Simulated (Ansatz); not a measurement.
## Electronic structure of C$_{3}$H$_{10}$FHfNO$_{2}$ in real space

The calculation's input:

```
crystal:
  periodic: [false, false, false]
  atoms:
    - {symbol: C, position_ang: [2.048471, -0.577341, 0.809689]}
    - {symbol: C, position_ang: [0.571220, -0.538966, 1.173394]}
    - {symbol: N, position_ang: [-0.317514, -0.380602, 0.041603]}
    - {symbol: C, position_ang: [-0.385841, -1.533730, -0.828498]}
    - {symbol: Hf, position_ang: [-1.475815, 1.208158, -0.447803]}
    - {symbol: O, position_ang: [-1.348458, 2.446632, 1.027608]}
    - {symbol: O, position_ang: [-0.885237, 1.981084, -2.120501]}
    - {symbol: F, position_ang: [-3.267080, 0.542067, -0.725471]}
    - {symbol: H, position_ang: [2.342465, 0.341561, 0.296306]}
    - {symbol: H, position_ang: [2.283948, -1.420209, 0.156280]}
    - {symbol: H, position_ang: [2.660877, -0.677977, 1.709369]}
    - {symbol: H, position_ang: [0.309237, -1.460083, 1.717611]}
    - {symbol: H, position_ang: [0.395877, 0.288995, 1.867230]}
    - {symbol: H, position_ang: [-1.146567, -1.391096, -1.606143]}
    - {symbol: H, position_ang: [0.560442, -1.738842, -1.345415]}
    - {symbol: H, position_ang: [-0.669761, -2.438856, -0.272852]}
    - {symbol: H, position_ang: [-1.351100, 3.306951, 1.434970]}
    - {symbol: H, position_ang: [-0.325144, 2.042263, -2.887369]}
basis:
  gaussian: {orbitals: def2-TZVPP}
hamiltonian: {xc: pbe0, dispersion: d4}
output: {orbitals: {seedname: orbitals}}
```

Launched as:

```sh
ansatz run in.yaml --threads 4 --pin off --events-out ev --progress --plain --max-ram 41984MiB --backend cuda --devices 0, --max-vram 37GiB
```

Geometry: PBE0-D4/def2-TZVP; core potentials replace the inner electrons of Hf.

Computed with RKS PBE0-D4/def2-TZVPP in Ansatz 0.2.0.

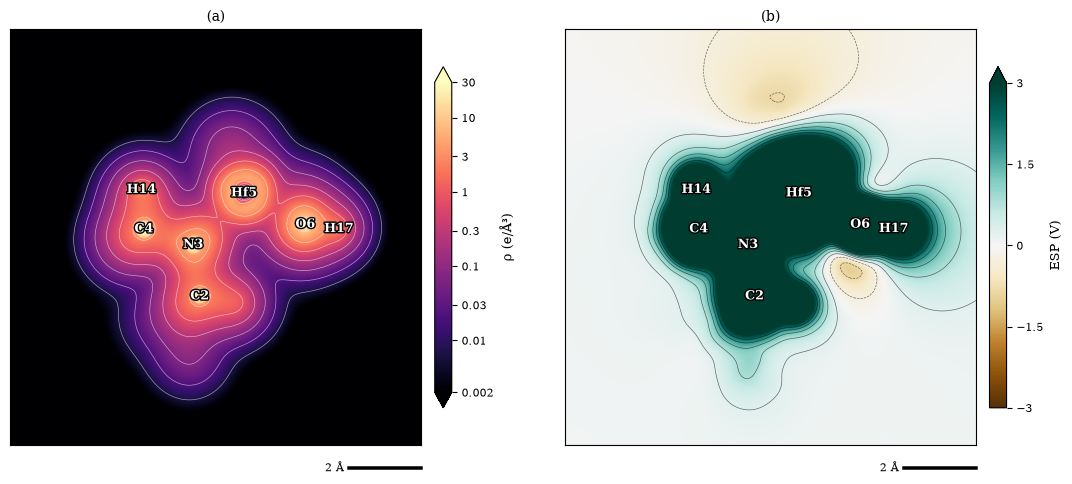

Figure 1. (a) electron density; (b) electrostatic potential on the plane of atoms N3, C4 and H14.

What does the map show?

The plane passes through C, N, Hf, O and H nuclei.
C–N (1.45 Å): the density is about 1.9 e/Å³ at the midpoint.
Hf–O (1.93 Å): ρ at the midpoint is about 0.87 e/Å³.
Hf–N (2.03 Å): the density is about 0.84 e/Å³ at the midpoint.
C–Hf (2.98 Å): ρ at the midpoint is about 0.45 e/Å³.
O–H (0.95 Å): the density is about 3.9 e/Å³ at the midpoint.
Outside the dense part of the molecule the potential is most negative (−1.0 V) near O6.

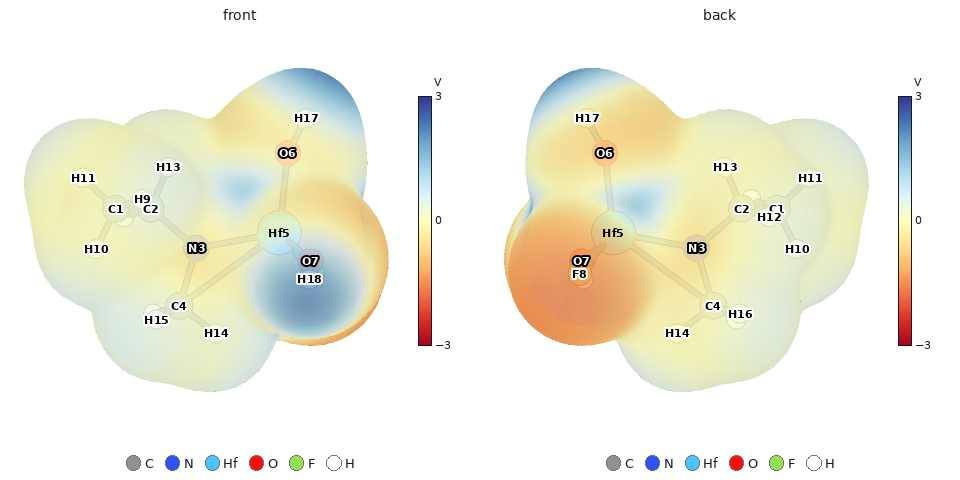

Figure 2. The electrostatic potential painted on the density surface at 0.001 e/bohr³, seen from the front and from behind; the colour scale runs from red (negative) to blue (positive).

Describe the electrostatic potential map.

The most negative region (about −1.5 V) lies over F8, the most positive (about +2.0 V) over H17 and H18.

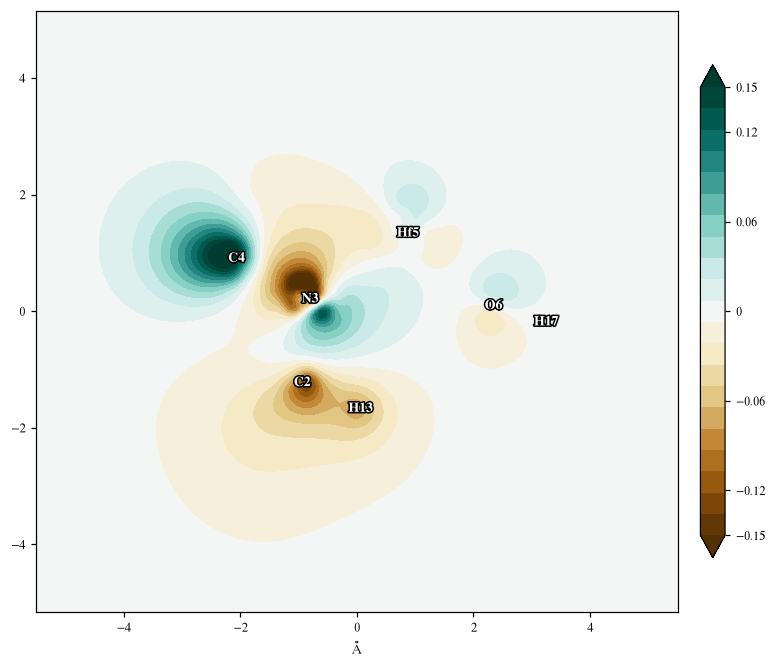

Figure 3. The HOMO on the plane of atoms N3, Hf5 and O6 (values in Å⁻³ᐟ²; the overall sign is arbitrary).

Describe this orbital and give its energy.

Its weight (Hirshfeld) is mainly on N3 (about 50 %), Hf5 (about 10 %), C4 (about 10 %) and C2 (about 5 %). Its energy is −6.37 eV.
